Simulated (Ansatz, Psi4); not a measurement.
Intermolecular potential of AlBr3 ··· HF (SMILES [Br][Al]([Br])[Br] and F). Monomers: optimised at B3LYP-D3(BJ) (def2-TZVP), held rigid. Orientation: lowest of the rigid-body minima from ten starts at GFN2-xTB (searched outside a hard wall at short contacts). Only R, the distance of the centres of mass, is varied, so the lowest point isn't the relaxed dimer. The shortest distances reach bonding range, where SAPT0 and rigid monomers are unreliable.

Levels: PBE/def2-TZVP, counterpoise-corrected (Psi4); SAPT0/jun-cc-pVDZ, frozen core (Psi4); wB97X-D/def2-TZVP, counterpoise-corrected (Psi4); MP2/aug-cc-pVTZ = DF-MP2/aug-cc-pVTZ, frozen core, counterpoise-corrected (Psi4); CCSD(T)/aug-cc-pVDZ = CCSD(T) on RHF/aug-cc-pVDZ, cores with 3d frozen, counterpoise-corrected (Ansatz, an electronic-structure program).

Cost and agreement with CCSD(T)/aug-cc-pVDZ over the 11 points of the scan, with CCSD(T)/aug-cc-pVDZ as yardstick. Costs are rough ratios of core time within Psi4 on shared cores, each with its mean field (Kohn-Sham runs search longer for lower solutions than correlated ones do); the miss is the largest difference from CCSD(T) of the interaction energy, in kcal/mol.

Question: Which is the cheapest of these levels that stays within 4.0 kcal/mol of CCSD(T)/aug-cc-pVDZ?

Answer: PBE/def2-TZVP.

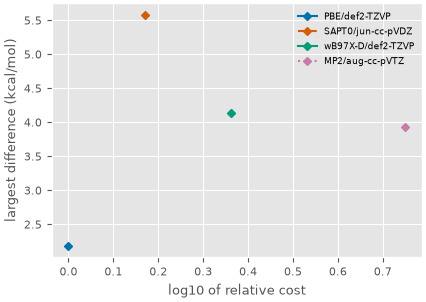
*Miss against cost, one point a level.*

```json
[
 {"level": "PBE/def2-TZVP", "relative cost": "1", "largest difference": "2.19"},
 {"level": "SAPT0/jun-cc-pVDZ", "relative cost": "1", "largest difference": "5.58"},
 {"level": "wB97X-D/def2-TZVP", "relative cost": "2", "largest difference": "4.13"},
 {"level": "MP2/aug-cc-pVTZ", "relative cost": "6", "largest difference": "3.93"}
]
```

Costs within a factor of two of each other count as equal.
